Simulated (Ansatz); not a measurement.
**AlFH7NSi2: density, localisation and related maps**

Input

```
crystal:
  periodic: [false, false, false]
  atoms:
    - { symbol: F, position_ang: [-1.4697, 1.9351, 1.6717] }
    - { symbol: Si, position_ang: [0.1001, 1.553, 1.48] }
    - { symbol: Al, position_ang: [0.2356, -0.768, 1.0952] }
    - { symbol: "N", position_ang: [-0.5296, -1.5537, -0.3997] }
    - { symbol: Si, position_ang: [0.0382, -0.7837, -1.8886] }
    - { symbol: H, position_ang: [0.844, 1.9288, 2.6987] }
    - { symbol: H, position_ang: [0.7002, 2.2738, 0.3334] }
    - { symbol: H, position_ang: [-0.09591, -2.44305, -0.07944] }
    - { symbol: H, position_ang: [-1.6111, -1.2956, -0.2871] }
    - { symbol: H, position_ang: [1.4898, -0.996, -1.9419] }
    - { symbol: H, position_ang: [-0.6263, -1.358, -3.0319] }
    - { symbol: H, position_ang: [-0.2269, 0.6748, -1.8145] }
basis:
  gaussian: { orbitals: def2-SVP }
hamiltonian:
  xc: pbe
relax:
  f_tol: 0.02
  max_steps: 50
output:
  orbitals: {}
```

Command:

```sh
ansatz run input.yaml --threads 2 --pin off --max-ram 3072MiB --backend cpu --events-out ev --progress --plain --runs-dir out
```

The fields are those of the run's last geometry, not of the input's.

Theory: RKS PBE/def2-SVP (Ansatz 0.2.0).

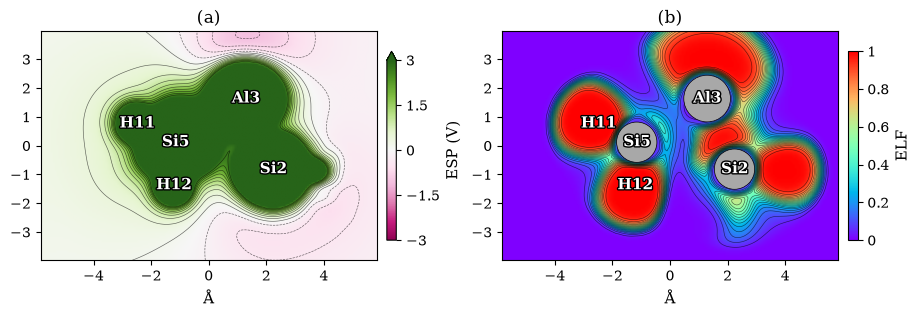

Figure 1. (a) electrostatic potential; (b) ELF on the plane of atoms H11, Si5 and H12. Grey discs cover the atomic cores in the ELF map.

Q: Interpret the plot.

A:
- The plane passes through Si, Al and H nuclei.
- Al–Si (2.63 Å): the ELF peaks at about 1 between the atoms; a shared electron pair.
- Si–H (1.50 Å): the ELF climbs to about 1 towards the hydrogen, as it does in any bond to H.
- The ELF also peaks beside Al3, away from the bonds: lone-pair regions.
- Outside the dense part of the molecule the potential is most negative (−1.0 V) near N4, which lies off the plane.

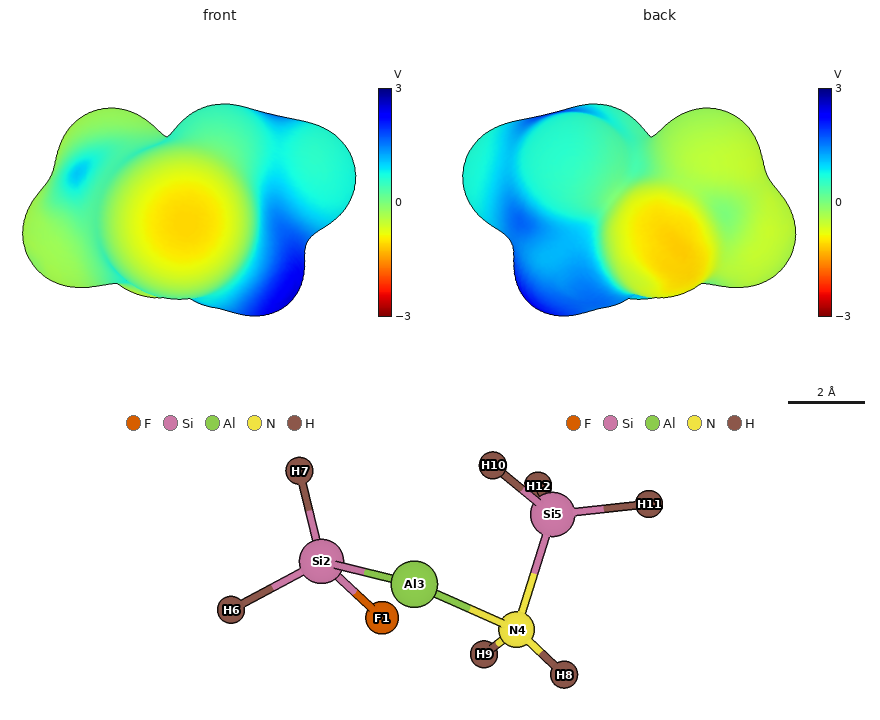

Figure 2. The molecular electrostatic potential painted on the density surface at 0.002 e/bohr³, seen from the front and from behind; the colour scale runs from red (negative) to blue (positive). The bare structure is drawn below in the same view.

Q: Which sites attract a positive test charge, and which a negative one?

A: A positive charge is drawn to the negative regions and a negative charge to the positive ones. The most negative region (about −1.1 V) lies over F1, the most positive (about +2.4 V) over H8.

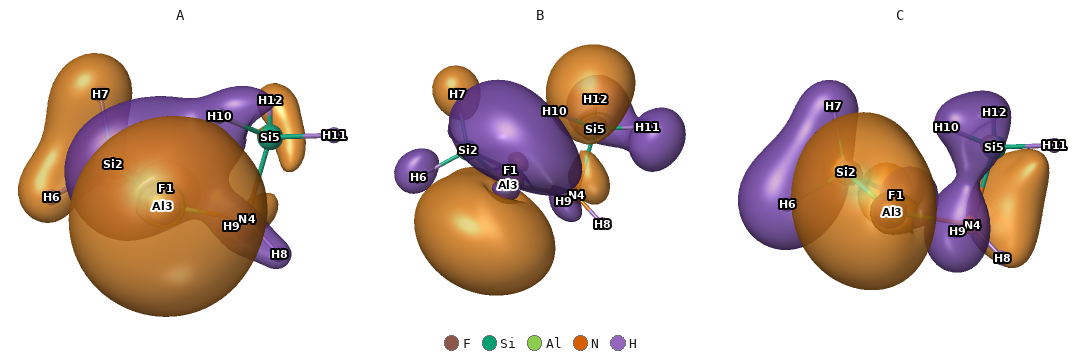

Figure 3. Three frontier orbitals at ±0.06 Å⁻³ᐟ² (orange and purple are the two phases), in no order.

Q: Order the three orbitals by energy and name them.

A: C is the HOMO−1 (−6.45 eV). It lies mainly on Al3 (about 40 %), Si2 (about 25 %), N4 (about 10 %) and H6 (about 10 %). A is the HOMO (−4.25 eV). Its weight (Hirshfeld) is mainly on Al3 (about 60 %) and Si2 (about 20 %). B is the LUMO (−1.99 eV). Its weight (Hirshfeld) is mainly on Al3 (about 55 %) and Si5 (about 15 %).

Q: What is the HOMO–LUMO gap?

A: 2.26 eV between the orbital energies.
